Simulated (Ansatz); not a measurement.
# SF (Monosulfur monofluoride): levels of theory compared

We compute a comparison of 4 runs (UBHLYP/STO-3G, UPBE0/STO-3G, USVWN5/STO-3G, UBCCD(T)/STO-3G) of SF (Monosulfur monofluoride). 

Program for the calculation: Ansatz 0.2.0.

34 further runs of the same task are left out: 6 that didn't finish, 28 set aside as unsound or not needed.

## 1. The system as given

SF: 2 atoms, total charge 0, spin state doublet. As SMILES, `F[S]`. The S2–F1 distance was set to 3.189 Å, away from the relaxed value.

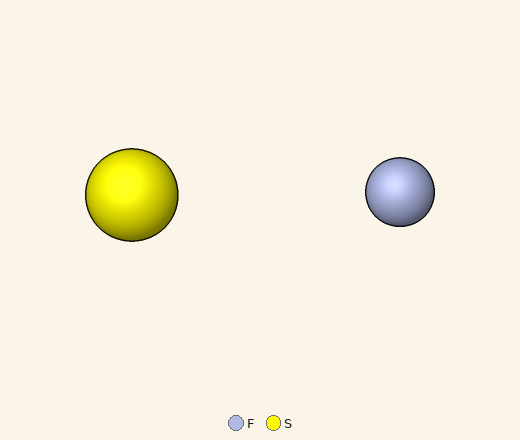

Viewed from a chosen angle; fluorine light blue, sulfur yellow.

## 2. A single-point energy at UBHLYP/STO-3G (run 1)

Contents of molecule.yaml:

```yaml
crystal:
  periodic: [false, false, false]
  atoms:
    - symbol: F
      position_ang: [-0.000000, -0.000000, -1.578190]
    - symbol: S
      position_ang: [0.000000, 0.000000, 1.610410]
basis:
  gaussian:
    orbitals: STO-3G
magnetization:
  spin_polarized: true
  initial_magnetization: 1
hamiltonian:
  xc: {name: BHLYP}
accuracy: high
```

Command:

```sh
$ ansatz run molecule.yaml --threads 1 --pin off --max-ram 3480MiB --events-out events.jsonl --progress --plain --runs-dir runs
```

Standard output:

```text
Warning: RAYON_NUM_THREADS=1 ignored (pool sized by the plan → 1); use --threads N
Functional definition: BHLYP
  name "BHLYP"
  parameter a = 0.5
  exchange = (1 - a)*b88_x + a*exact_x
  correlation = lyp_c
205 factors; integrals over basis functions are off by at most 1.0e-8 eV
mean field evaluation 1: about -13373.3603 eV, gradient 5.2e0 eV
mean field evaluation 2: about -13324.9008 eV, gradient 4.6e-1 eV
mean field evaluation 4: about -13372.5441 eV, gradient 5.4e0 eV
mean field evaluation 8: about -13386.3332 eV, gradient 2.8e0 eV
mean field evaluation 16: about -13386.5851 eV, gradient 7.2e-2 eV
mean field evaluation 32: about -13387.1722 eV, gradient 2.0e-2 eV
mean field evaluation 64: about -13387.1861 eV, gradient 3.4e-9 eV
mean field evaluation 96: about -13387.1828 eV, gradient 6.5e-2 eV
mean field -13387.18611092 eV, -491.9700154158 hartree, gradient 1.9e-9 eV, S^2 1.750000; 7 other end points of the search recorded, 0 dependent functions left out
reference -13387.18612315 eV, -491.9700158652 hartree; 13, 12 occupied and 1, 2 virtual orbitals, 205 factors
Total energy: -13387.18612315 eV, -491.9700158652 hartree
```

It took 9.6 s on 1 thread of Arm Neoverse V1, shared host; peak memory 0.098 GiB.

## 3. A single-point energy at UPBE0/STO-3G (run 2)

Contents of molecule.yaml:

```yaml
crystal:
  periodic: [false, false, false]
  atoms:
    - {symbol: F, position_ang: [-0.000000, -0.000000, -1.578190]}
    - {symbol: S, position_ang: [0.000000, 0.000000, 1.610410]}
basis:
  gaussian: {orbitals: STO-3G}
magnetization: {spin_polarized: true, initial_magnetization: 1}
hamiltonian: {xc: pbe0}
accuracy: high
```

Command:

```sh
$ ansatz run molecule.yaml --threads 1 --pin off --max-ram 3480MiB --events-out events.jsonl --progress --plain --runs-dir runs
```

Standard output, cut to the lines that bear on the results:

```text
Warning: RAYON_NUM_THREADS=1 ignored (pool sized by the plan → 1); use --threads N
Functional definition: PBE0
  name "PBE0"
[...]
205 factors; integrals over basis functions are off by at most 1.0e-8 eV
[...]
mean field -13381.19477592 eV, -491.7498379155 hartree, gradient 5.5e-9 eV, S^2 1.750000; 6 other end points of the search recorded, 0 dependent functions left out
reference -13381.19477667 eV, -491.7498379429 hartree; 13, 12 occupied and 1, 2 virtual orbitals, 205 factors
Total energy: -13381.19477667 eV, -491.7498379429 hartree
```

Wall time 7.2 s (1 thread of Arm Neoverse V1, shared host); peak memory 0.098 GiB.

Run 3 isn't shown in full; the table further down has it.

## 4. A single-point energy at UBCCD(T)/STO-3G (run 4)

Contents of molecule.yaml:

```yaml
crystal:
  periodic: [false, false, false]
  atoms:
    - {symbol: F, position_ang: [-0.000000, -0.000000, -1.578190]}
    - {symbol: S, position_ang: [0.000000, 0.000000, 1.610410]}
basis:
  gaussian:
    orbitals: STO-3G
magnetization:
  spin_polarized: true
  initial_magnetization: 1
correlation:
  method: bccd_t
  frozen_orbitals: {F: 1, S: 5}
accuracy: high
scf:
  omitted_lower_state_checks: [cluster_reference, increment]
```

Command:

```sh
$ ansatz run molecule.yaml --threads 1 --pin off --max-ram 3480MiB --events-out events.jsonl --progress --plain --runs-dir runs
```

Standard output:

```text
Warning: RAYON_NUM_THREADS=1 ignored (pool sized by the plan → 1); use --threads N
[... 21 lines left out ...]
6 core orbitals not correlated: weight in the atoms' cores, before any rotation towards them, 1.000 or more for the frozen orbitals, at most 0.000 for the correlated occupied ones
[... 191 lines left out ...]
Total energy: -13363.98388771 eV, -491.1173494396 hartree
Checks for a lower state left out: cluster_reference, increment
```

It took 0.89 s on 1 thread of Arm Neoverse V1, shared host.

## 5. The series

| run | level | frozen core orbitals | energy (Eh) | ⟨S²⟩ | wall time |
| --- | --- | --- | --- | --- | --- |
| 1 | UBHLYP/STO-3G | – | -491.970016 | 1.750 | 9.6 s |
| 2 | UPBE0/STO-3G | – | -491.749838 | 1.750 | 7.2 s |
| 3 | USVWN5/STO-3G | – | -489.837100 | 1.750 | 4.8 s |
| 4 | UBCCD(T)/STO-3G | 6 | -491.117349 | 1.750 | 0.89 s |

## 6. Summary of results

| quantity | value |
| --- | --- |
| run 4: total energy | -491.11735 Eh |
| run 4: correlation energy (6 core orbitals frozen) | -0.2 mEh |
| run 4: (T) correction | 0.00 mEh |
| run 4: ⟨S²⟩ of the reference determinant | 1.750 |

**Reading.** Totals of different functionals can't be ranked against each other. In runs 1, 2, 3, 4 the basis is minimal, so the values are rough. Spin contamination of the reference: run 1 ⟨S²⟩ = 1.75, run 4 ⟨S²⟩ = 1.75, run 2 ⟨S²⟩ = 1.75, run 3 ⟨S²⟩ = 1.75. Where it is this large, the reference is a mixture of spin states, and values that rest on it are in doubt. All runs together took 23 s, the longest 9.6 s.
